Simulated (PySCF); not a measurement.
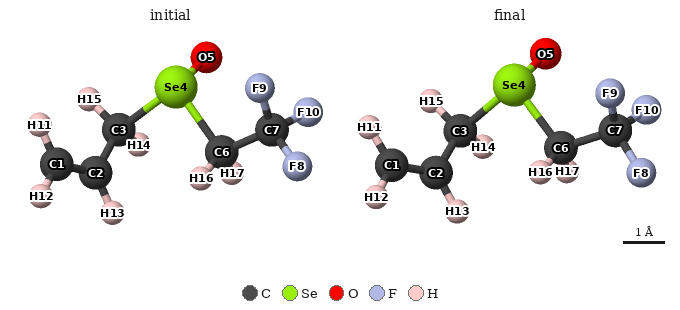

The structure of C5H7F3OSe before (left) and after (right) a relaxation, at one scale.

A ball-and-stick model, seen from a free direction.

The start comes from GFN2-xTB.

Method: PBE0-D3(BJ)/def2-SVP geometry optimisation, gas phase in PySCF. 

What changed between the two?

Answer. The largest move after the best rigid fit is that of H11, 0.37 Å. By element the largest moves are H 0.37 Å, F 0.34 Å, C 0.15 Å, O 0.10 Å, Se 0.08 Å. Near-neighbour distances that change, for instance: Se4–O5 1.588 → 1.632 Å, Se4–C6 2.003 → 1.981 Å, C1–H11 1.078 → 1.095 Å, C2–H13 1.082 → 1.096 Å. Among the angles between lasting bonds that change: Se4–C6–C7 104.9° → 111.9°, C6–C7–F8 112.8° → 110.3°. After 8 geometry steps the energy has fallen by 0.155 eV. The largest force component goes from 1.5 to 0.02 eV/Å.
